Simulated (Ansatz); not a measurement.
# How Al2Cu (Khatyrkite) absorbs and reflects light

Aim: the dielectric function of Al2Cu (Khatyrkite), and the optical constants that follow from it.

Program: Ansatz 0.2.0. Level of theory: DFT, LDA, plane-wave PAW, default files, scalar-relativistic, independent-particle optical response without local fields. Results are calculated unless marked as measured.

## 1. Starting point

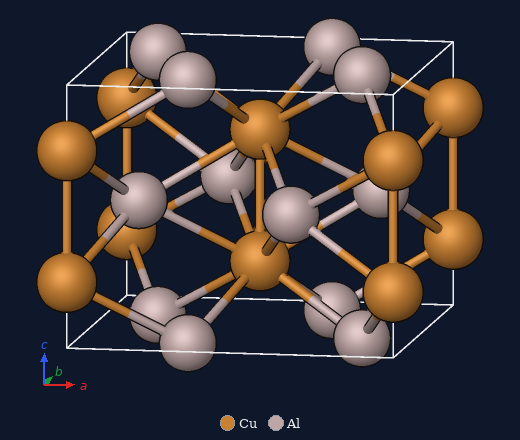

Start, viewed slightly off an axis; copper orange, aluminium light grey. This picture shows the conventional cell, with its axes. Some periodic images of atoms are drawn too.

## 2. Ground state and bands

The self-consistent density comes first; it also tells whether there is a gap, which decides the occupations and the need for a Drude term.

This step: DFT, LDA, plane-wave PAW, default files, scalar-relativistic, ground state (Ansatz 0.2.0).

input.yaml

```yaml
crystal:
  lattice:
    - [-3.0335, 3.0335, 2.4385]
    - [3.0335, -3.0335, 2.4385]
    - [3.0335, 3.0335, -2.4385]
  atoms:
    - { symbol: Cu, position: [0.25, 0.25, 0.0] }
    - { symbol: Cu, position: [0.75, 0.75, 0.0] }
    - { symbol: Al, position: [0.3419, 0.1581, 0.5] }
    - { symbol: Al, position: [0.8419, 0.3419, 0.1838] }
    - { symbol: Al, position: [0.6581, 0.8419, 0.5] }
    - { symbol: Al, position: [0.1581, 0.6581, 0.8162] }
kpoints:
  mp_grid: { grid: [6, 6, 6] }
  band_path:
    path:
      - [[0.0, 0.0, 0.0], [0.0, 0.0, 0.5], [-0.5, 0.5, 0.5], [0.0, 0.0, 0.0], [0.41154649, 0.41154649, -0.41154649], [0.25, 0.25, 0.25], [0.0, 0.5, 0.0], [-0.41154649, 0.58845351, 0.41154649], [-0.5, 0.5, 0.5]]
      - [[0.0, 0.0, 0.5], [0.25, 0.25, 0.25]]
    npoints: 5
scf:
  occupations: { method: fermi_dirac, width: 0.05 }
  n_extra_bands: 10
hamiltonian:
  xc: lda
  pseudopotentials: { kind: paw }
output:
  forces: true
  stress: true
  populations: true
  write_bands: true
```

The run is started by

```bash
> ansatz run input.yaml --threads 4 --pin off --max-ram 8192MiB --backend cpu --events-out ev --progress --plain --runs-dir out
```

Numbers of over 12 decimals in the logs are rounded to 6 here.

The log of the run:

```text
scf.n_extra_bands = 10 over 25 filled bands (N_el = 50.0): the run solves 35 bands
Engine: ansatz 0.2.0, x86_64-unknown-linux-gnu
Pseudopotentials: kind: paw
Pseudopotential: Cu, paw, valence charge 19, recommended cutoff 420 eV (normal), Cu.paw.azcp
Pseudopotential: Al, paw, valence charge 3, recommended cutoff 420 eV (normal), Al.paw.azcp
Functional definition: SPW92
  exchange = slater_x
  correlation = pw_c
Crystal: 6 atoms, lattice volume = 89.758 Å³
Basis set: ecut = 420 eV, 1729 PW (Γ)
Bands: 35, of which v1, the nominal top of the filled ones, is band 25 counted from 1 (24 counted from 0)
Symmetry: 16 space group operations
Space group: I4/mcm (ITA 140), of the structure as read, at distance tolerance 4.5e-5 Å
k-points: 30 of 216
Non-local potential: Cu, projectors of the file, l = 0: 3, l = 1: 2, l = 2: 3, l = 3: 1
Non-local potential: Al, projectors of the file, l = 0: 2, l = 1: 2, l = 2: 1
PAW form: soft (Blöchl's): semilocal exchange-correlation on the pseudo side does not see the compensation charge
PAW frozen core: Cu, regenerated for the run's functional, and the local potential with it (the file was generated under x = pbe(κ = 0.804, μ = 0.219515), c = pbe(β = 0.066725))
PAW frozen core: Al, regenerated for the run's functional, and the local potential with it (the file was generated under x = pbe(κ = 0.804, μ = 0.219515), c = pbe(β = 0.066725))
PAW one-centre angular grid: Cu, 590 points (default); XC on 64 Gauss nodes
PAW one-centre angular grid: Al, 110 points (default); XC on 64 Gauss nodes
Initial density: superposition of atomic densities (neutral atoms: chi_scale 0, normalization atom), corrected by the library's trained network
Initial wavefunctions: pseudopotential atomic-orbital guess
Functional: x = slater, c = lda
SCF iter   1: F=—  HF=-15164.036725 eV  |F-HF|=—  |Δ(HF+E_count)|=         —  Δρ=5.42e-3  dr2=2.62e-2  ethr=1.77e-3  ⟨swp⟩=6.6  Hψ=4858  notcnv=0  defer=26
preconditioner: auto → Kerker (q_TF=auto, 2.475 Å⁻¹)  [metal: Δε(μ)=0.026 eV  Ē_g=8.552 eV  σ=0.050 eV  W_gap=0.13  n_scr=16 (ndim 8)  ℏωp=22.9 eV  f_vac=0.000  D(μ)=2.57/eV (n_scr^D=16)]
SCF iter   2: F=—  HF=-15164.029343 eV  |F-HF|=—  |Δ(HF+E_count)|=   7.38e-3  Δρ=3.06e-3  dr2=1.67e-2  ethr=5.25e-5  ⟨swp⟩=2.1  Hψ=1900  notcnv=0  defer=73
SCF iter   3: F=—  HF=-15164.026145 eV  |F-HF|=—  |Δ(HF+E_count)|=   3.20e-3  Δρ=1.63e-3  dr2=3.63e-3  ethr=3.33e-5  ⟨swp⟩=1.1  Hψ=974  notcnv=0  defer=73
SCF iter   4: F=—  HF=-15164.024978 eV  |F-HF|=—  |Δ(HF+E_count)|=   1.17e-3  Δρ=1.87e-4  dr2=3.10e-5  ethr=7.26e-6  ⟨swp⟩=2.0  Hψ=1450  notcnv=0  defer=73
SCF iter   5: F=—  HF=-15164.024956 eV  |F-HF|=—  |Δ(HF+E_count)|=   2.18e-5  Δρ=9.73e-5  dr2=6.56e-6  ethr=6.20e-8  ⟨swp⟩=2.0  Hψ=1715  notcnv=0  defer=73
SCF iter   6: F=—  HF=-15164.024955 eV  |F-HF|=—  |Δ(HF+E_count)|=   1.08e-6  Δρ=1.47e-5  dr2=1.87e-7  ethr=1.31e-8  ⟨swp⟩=2.0  Hψ=1325  notcnv=0  defer=73
SCF iter   7: F=-15164.024955 eV  HF=-15164.024955 eV  |F-HF|=1.26e-8  |Δ(HF+E_count)|=   7.34e-8  Δρ=6.59e-6  dr2=3.09e-8  ethr=2.00e-10  ⟨swp⟩=9.2  Hψ=4643  notcnv=0
SCF 1 converged in 7 iterations: F = -15164.024955 eV  dr2 = 3.09e-8
  greatest PAW one-centre occupation: 1.000 electrons in one spin orbital (limit 2), on the Cu atom at site 1 (counted from 0), in its partial waves of l = 0
NSCF: frozen V_eff on 47 k-points
SCF converged after 7 iterations
Free energy (F): -15164.024955 eV
Harris-Foulkes:  -15164.024955 eV  (|F-HF|=1.26e-8)
Internal energy: -15164.005571 eV  (E = F + TS)
E sigma→0 (E₀):  -15164.015263 eV
Entropy (-TS):   -0.019384 eV (-3.231 meV/atom)
Fermi energy:    9.947424 eV
--- Per-component energies (eV) ---
  E_band       = -939.459921
  E_kinetic    = 692.174616
  E_local      = -12461.829184  (includes V_loc(G=0)·N_el)
  E_nonlocal   = 821.840115
  E_hartree    = 5632.186255
  E_xc         = -337.414490
  E_vxc        = -350.858802  (∫ρ·V_xc dr)
  E_paw        = -4951.128426  (= ΣΔE_a)
  E_vpaw       = -905.181949  (= ΣTr[D̂ρ^β])
  E_aug_tail   = 0.000425  (compensation charges beyond the density's cutoff)
  E_ewald      = -4560.957069
  E_core_change = 1.122186  (= ΣΔE_core)
  E_smearing   = -0.019384  (= −TS)
  E_closure    = -0.000000  (closes the sum)
  Σ components = -15164.024955   (vs F -15164.024955, Δ=0.00e0)
--- Forces (eV/Å), atoms counted from 1 ---
  atom   1  Cu     0.00000000     0.00000000     0.00000000
  atom   2  Cu     0.00000000    -0.00000000     0.00000000
  atom   3  Al     0.08398049    -0.08398049     0.00000000
  atom   4  Al    -0.08398049    -0.08398049     0.00000000
  atom   5  Al    -0.08398049     0.08398049     0.00000000
  atom   6  Al     0.08398049     0.08398049     0.00000000
  max |Σ_I F_I| component: 2.78e-17 eV/Å
--- Stress (GPa, compression-positive) ---
       -7.118161       0.000000       0.000000
        0.000000      -7.118161       0.000000
        0.000000       0.000000      -5.118921
  P = ⅓ Tr σ = -6.4517 GPa (-64.517 kbar)
--- Band table (eV; the first three rows and the last of 30) ---
  k-point 0: bands = [... 21 lower, 8.0445, 8.6944, 8.8957, 8.8957, 9.2642, 9.6003, 10.1458, 11.4539, ... 6 higher]
  k-point 1: bands = [... 21 lower, 8.2271, 8.2591, 8.6448, 9.0936, 9.2868, 10.7177, 11.1492, 12.0763, ... 6 higher]
  k-point 2: bands = [... 21 lower, 7.5827, 8.1163, 8.7635, 9.0653, 9.3190, 11.6430, 11.6719, 12.9249, ... 6 higher]
  k-point 29: bands = [... 21 lower, 6.8262, 6.8262, 8.2481, 12.5351, 12.9832, 12.9832, 13.3902, 13.9580, ... 6 higher]
--- Löwdin populations: 6 sites ---
  site symbol       q [e]
     0     Cu     18.3763
     1     Cu     18.3763
     2     Al      3.2303
     3     Al      3.2303
     4     Al      3.2303
     5     Al      3.2303
  spilling = 0.006525 (of n_electrons = 50.000000)
```

Wall time 5.8 s (4 threads of Intel Xeon at 2.50GHz (Skylake/Cascade Lake), shared host); peak memory 0.45 GiB; 19 s of CPU time.

Reading the cycles: dr2 is the Hartree energy of the density residual (eV), the measure of convergence; HF is the Harris–Foulkes estimate of the energy, which meets the free energy F at convergence.

Numbers from this step:

| Property | Result |
| --- | --- |
| free energy | -15164.0250 eV |
| Fermi energy | 9.947 eV |
| electrons | 50 |
| symmetry operations | 16 |
| pressure | -6.452 GPa |
| volume | 89.76 Å³ |
| gap on the path | 0 eV |

There are states at the Fermi level within the smearing, so the occupations stay smeared and the carriers get a Drude term. The cell is left with a pressure of -6.5 GPa and forces up to 0.12 eV/Å, as it stands unrelaxed at this level.

The electronic bands at the labelled points (eV, zero at the Fermi level; # counts the bands kept):

```csv
point,#13,#14,#15,#16,#17,#18,#19,#20
Γ,-2.81,-1.90,-1.25,-1.05,-1.05,-0.68,-0.35,0.20
X,-2.72,-2.63,-1.34,-1.16,-0.94,-0.56,0.87,1.28
M,-3.24,-3.12,-3.12,-1.70,2.59,3.04,3.04,3.44
Γ,-2.81,-1.90,-1.25,-1.05,-1.05,-0.68,-0.35,0.20
Z,-3.21,-3.15,-3.15,-0.94,1.55,1.85,1.85,2.12
P,-3.64,-3.64,0.48,0.48,0.85,0.85,1.97,1.97
N,-2.98,-2.98,-2.49,-2.49,0.31,0.31,4.09,4.09
Z1,-3.21,-3.15,-3.15,-0.94,1.55,1.85,1.85,2.12
M,-3.24,-3.12,-3.12,-1.70,2.59,3.04,3.04,3.44
jump to X,-2.72,-2.63,-1.34,-1.16,-0.94,-0.56,0.87,1.28
P,-3.64,-3.64,0.48,0.48,0.85,0.85,1.97,1.97
```

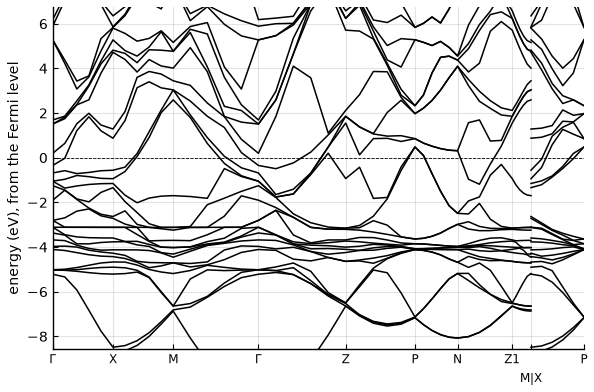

Electronic bands along the path.

## 3. Spectrum

With the density converged, the vertical transitions are summed over the zone.

This step: DFT, LDA, plane-wave PAW, default files, scalar-relativistic, independent-particle optical response without local fields (Ansatz 0.2.0).

input.yaml, the sections that differ from step 2:

```yaml
kpoints:
  mp_grid: { grid: [6, 6, 6] }
scf:
  occupations: { method: fermi_dirac, width: 0.05 }
output:
  optics:
    e_range: [0, 14]
    de: 0.05
    sigma: 0.1
    drude_damping: 0.05
    nscf_kmesh: { grid: [8, 8, 8] }
    bands: { spectra_wanted_up_to: 14 }
# crystal, hamiltonian: as in step 2
```

The log of the run:

```text
[...]
Crystal: 6 atoms, lattice volume = 89.758 Å³
Basis set: ecut = 420 eV, 1729 PW (Γ)
Bands: 31, of which v1, the nominal top of the filled ones, is band 25 counted from 1 (24 counted from 0)
[... 1 set-up line as in the run before ...]
[...]
k-points: 30 of 216
[...]
SCF iter   1: F=—  HF=-15164.036284 eV  |F-HF|=—  |Δ(HF+E_count)|=         —  Δρ=5.27e-3  dr2=2.53e-2  ethr=1.77e-3  ⟨swp⟩=8.0  Hψ=4671  notcnv=0  defer=1
[...]
SCF iter  10: F=-15164.024955 eV  HF=-15164.024955 eV  |F-HF|=3.64e-12  |Δ(HF+E_count)|=  4.73e-11  Δρ=3.21e-8  dr2=1.75e-12  ethr=1.00e-12  ⟨swp⟩=4.6  Hψ=3130  notcnv=0
SCF 1 converged in 10 iterations: F = -15164.024955 eV  dr2 = 1.75e-12
[...]
NSCF: frozen V_eff on 59 k-points
output.optics: what the bands over the 60 summed would add to eps1, eps2 and the energy-loss function is held between a lower and an upper bound (10 Lanczos steps). eps1, eps2 and their loss function (loss_summed_bands) are given on every row as the summed bands alone make them. Along an axis, on a row where the two bounds hold the loss function to about 1 % of the greater of itself and 0.5 % of |1/eps|, its cell (loss_completed) is given, with the completed eps1 and eps2 that it is formed of (a cell that is left empty reads nan in the table and null in the record). The two bounds hold it so along every axis on all 280 rows up to 14.000 eV. [rest of the remark cut]
SCF converged after 10 iterations
Free energy (F): -15164.024955 eV
[...]
Internal energy: -15164.005571 eV  (E = F + TS)
E sigma→0 (E₀):  -15164.015263 eV
Entropy (-TS):   -0.019384 eV (-3.231 meV/atom)
Fermi energy:    9.947428 eV
[...]
--- Band table (eV; the first three rows and the last of 30) ---
  k-point 0: bands = [... 21 lower, 8.0445, 8.6944, 8.8957, 8.8957, 9.2641, 9.6003, 10.1458, 11.4539, ... 2 higher]
  k-point 1: bands = [... 21 lower, 8.2271, 8.2591, 8.6448, 9.0936, 9.2868, 10.7177, 11.1492, 12.0763, ... 2 higher]
  k-point 2: bands = [... 21 lower, 7.5827, 8.1163, 8.7635, 9.0653, 9.3189, 11.6430, 11.6719, 12.9249, ... 2 higher]
  k-point 29: bands = [... 21 lower, 6.8261, 6.8261, 8.2481, 12.5351, 12.9832, 12.9832, 13.3902, 13.9580, ... 2 higher]
```

The job ended after 2 min (4 threads; peak memory 1.7 GiB).

Read-outs, printed or worked out from the files:

- main peak of the optical conductivity above 1 eV, first axis: 2.054 eV
- Drude plasma energy, first axis: 8.668 eV
- bands summed: 60
- spectra valid up to: 19.82 eV
- program's estimate of the k-sum error in Im epsilon: 0.34 %
- electrons in the f-sum: 19.33

The Im ε has structure finer than the step of the table below, so its rows give means over 1 eV, whole bins alone (the curve runs from 0.3 to 14 eV). Peaks (eV: height): E ∥ x or y 2.0: 51.2; E ∥ z 1.6: 45.8.

Im ε against photon energy; means over each step:

```csv
photon energy (eV),E ∥ x or y,E ∥ z
1,27.6,31.8
2,38.7,24.6
3,13.5,11.2
4,5.48,5.99
5,3.56,3.55
6,2.32,2.40
7,1.71,1.61
8,1.34,1.44
9,1.13,1.06
10,0.925,0.936
11,0.801,0.807
12,0.626,0.708
13,0.524,0.603
```

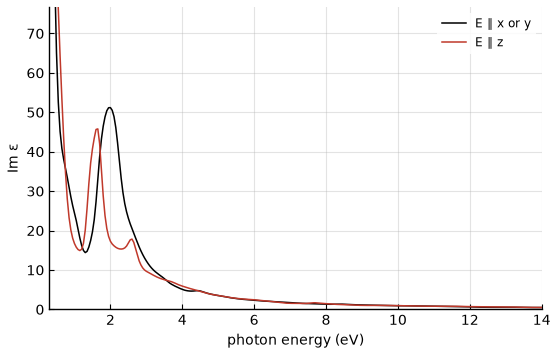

Im ε, plotted against photon energy. Below 1 eV the curve runs off the scale.

Re ε against photon energy:

```csv
photon energy (eV),E ∥ x or y,E ∥ z
1,-63.1,-83.4
2,-13.9,-29.7
3,-20.2,-16.0
4,-10.7,-9.63
5,-6.78,-6.43
6,-4.52,-4.37
7,-3.18,-2.96
8,-2.16,-2.22
9,-1.61,-1.54
10,-1.14,-1.09
11,-0.881,-0.738
12,-0.675,-0.567
13,-0.358,-0.366
14,-0.203,-0.221
```

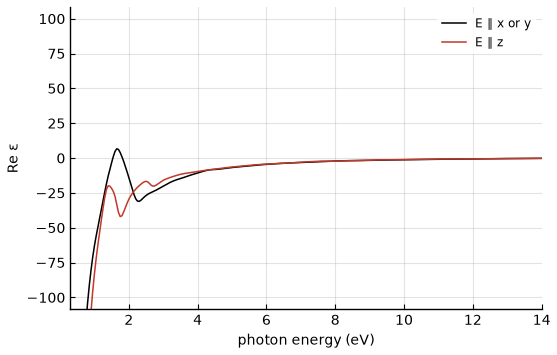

Re ε, plotted against photon energy. Below 1 eV the curve runs off the scale.

The reflectivity at normal incidence has structure finer than the step of the table below, so its rows give means over 1 eV, whole bins alone (the curve runs from 0.3 to 14 eV). Peaks (eV: height): E ∥ x or y 3.0: 80.7; E ∥ z 1.9: 85.4.

Table of reflectivity at normal incidence by photon energy; means over each step:

```csv
photon energy (eV),E ∥ x or y (%),E ∥ z (%)
1,88.0,91.0
2,70.4,80.2
3,80.2,77.4
4,78.0,74.1
5,73.8,72.4
6,70.5,68.9
7,66.5,65.9
8,60.7,58.8
9,56.1,55.9
10,51.2,49.1
11,47.0,43.1
12,45.7,39.5
13,38.4,35.4
```

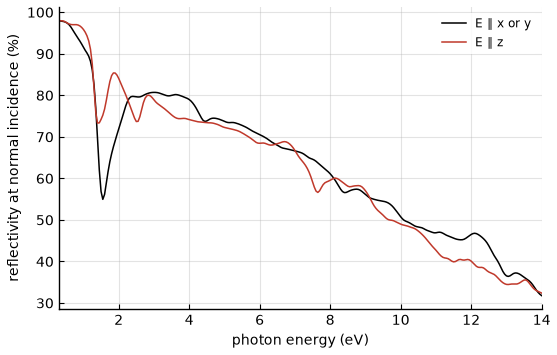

Reflectivity at normal incidence against photon energy.

Values under 1 per cm are given as 1. Absorption coefficient against photon energy:

```csv
photon energy (eV),E ∥ x or y (1/cm),E ∥ z (1/cm)
1.00,8.2e5,9.3e5
2.00,1.2e6,1.1e6
3.00,1.4e6,1.3e6
4.00,1.4e6,1.3e6
5.00,1.4e6,1.3e6
6.00,1.3e6,1.3e6
7.00,1.3e6,1.3e6
8.00,1.2e6,1.3e6
9.00,1.2e6,1.2e6
10.00,1.2e6,1.1e6
11.00,1.1e6,1.1e6
12.00,1.1e6,1.0e6
13.00,9.4e5,9.7e5
14.00,8.5e5,8.7e5
```

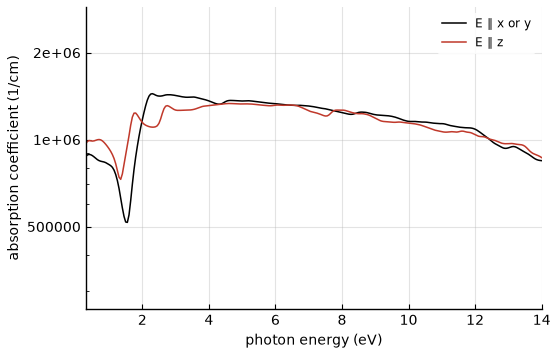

Absorption coefficient, plotted against photon energy.

The refractive index n and extinction k by photon energy:

```csv
photon energy (eV),"n, E ∥ x or y","k, E ∥ x or y","n, E ∥ z","k, E ∥ z"
1,1.51,8.09,0.910,9.18
2,4.43,5.78,1.53,5.66
3,1.31,4.68,1.16,4.16
4,0.754,3.36,0.912,3.23
5,0.653,2.69,0.671,2.62
6,0.525,2.19,0.562,2.16
7,0.462,1.84,0.433,1.77
8,0.425,1.53,0.463,1.56
9,0.416,1.34,0.389,1.30
10,0.403,1.14,0.418,1.13
11,0.397,1.02,0.419,0.956
12,0.351,0.894,0.405,0.855
13,0.384,0.711,0.418,0.735
14,0.390,0.596,0.389,0.611
```

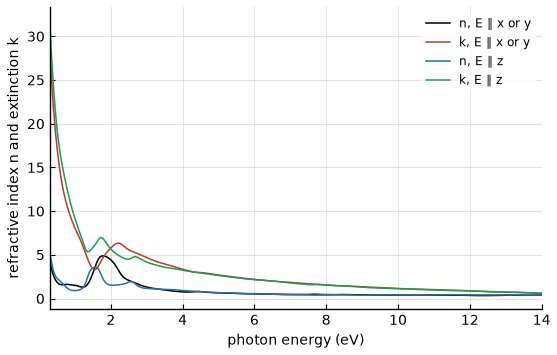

Refractive index n and extinction k against photon energy.

Optical constants at common wavelengths, from n + ik = √ε:

```csv
wavelength (nm),n xy,k xy,R (%) xy,1/α xy,n z,k z,R (%) z,1/α z
1064,1.33,6.577,89.0,13 nm,1.05,7.201,92.5,12 nm
532,2.54,6.090,79.5,7.0 nm,1.64,4.678,77.3,9.0 nm
450,1.64,5.122,80.2,7.0 nm,1.44,4.694,79.4,7.6 nm
405,1.25,4.570,80.7,7.1 nm,1.15,4.071,78.3,7.9 nm
308,0.75,3.329,78.8,7.4 nm,0.91,3.217,74.1,7.6 nm
248,0.65,2.685,73.7,7.3 nm,0.67,2.624,72.3,7.5 nm
193,0.50,2.023,68.4,7.6 nm,0.51,2.025,68.2,7.6 nm
```

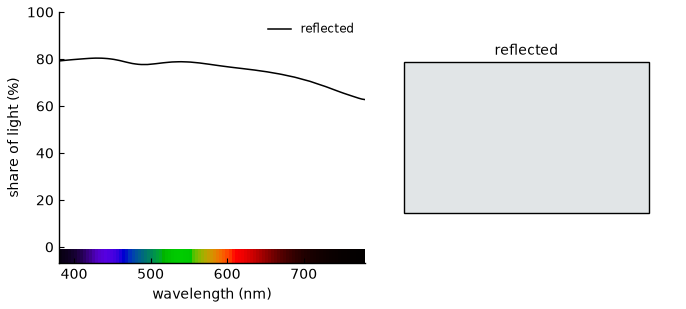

Light reflected across the visible range, with the colour that it makes of daylight (sRGB).

A polished face would reflect 78 % of daylight and look near white (CIE x = 0.309, y = 0.327 under D65).

## 4. What came out

```yaml
gap_on_the_path: 0 eV
main_peak_of_the_optical_conductivity_above_1_ev_first_axis: 2.05 eV
drude_plasma_energy_first_axis: 8.67 eV
```

**Reading.** At this level (LDA, independent particles) Al2Cu is a metal with a Drude plasma energy of 8.7 eV along x, 8.7 eV along y and 9.5 eV along z; it reflects 79 % at 550 nm for E ∥ x. Along x the bare Drude plasma energy is 8.7 eV; Re ε first rises through zero at 1.54 eV, far lower, because interband transitions screen the carriers. Im ε is 22 there, so the loss peak at that energy is weak. A polished face would reflect 78 % of daylight and look near white (CIE x = 0.309, y = 0.327 under D65). In the base run ε includes the program's bounded estimate of what the bands above those summed add. The carriers' damping of 0.05 eV is typed, not computed; at 0.8 eV the carriers give 22 % of Im ε along the first axis; the rest comes from the sum over bands, which at low energy also holds close bands and the noise of the mesh. The Fermi-Dirac width of 0.05 eV acts as an electron temperature of 580 K in the carriers' term.

[Logs are printed without paths, hosts, clocks, repeated set-up lines and the standing remarks that a program may print on its own settings, such as how far it seeks lower states.]

[Hosts, paths, dates, database ids (printed as entryN), source tags and the programs' standing remarks are cut or masked in the printed files.]
